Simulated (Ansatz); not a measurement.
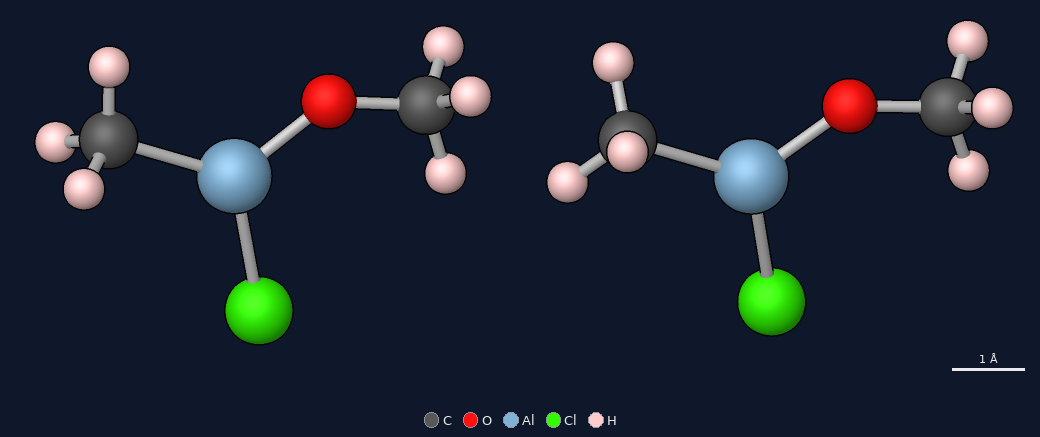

Two geometries of C$_{2}$H$_{6}$AlClO, drawn at one scale. One is the start of a relaxation, the other its converged end. The picture is a ball-and-stick view, seen at a tilt.

Level of theory: RKS PBE0-D4/def2-TZVP (Ansatz 0.2.0). Settings: force threshold 0.005 eV/Å; at most 150 steps.

Question: Which geometry has the lower energy?

Answer: The left one is the relaxed one. The start comes from PBE-D4/def2-SVP. An H atom moves most after the best rigid fit: 0.69 Å. Largest moves by element: H 0.69 Å, Cl 0.42 Å, Al 0.11 Å, C 0.08 Å, O 0.08 Å. Among the contacts that change: Al–O 1.707 → 1.678 Å, Al–Cl 2.126 → 2.105 Å, C–H 1.115 → 1.096 Å, Al–C 1.942 → 1.930 Å. Groups turn about Al–C by about 45°. Over 28 accepted moves (33 points after the start) the energy falls by 5.40 kJ/mol. Largest force component: 0.55 eV/Å at the start, 0.00084 eV/Å at the end. The line search rejected the trial steps at points 21, 26, 28, 29, 32 of the run. The forces were under the threshold at step 22, but the run went on from there.
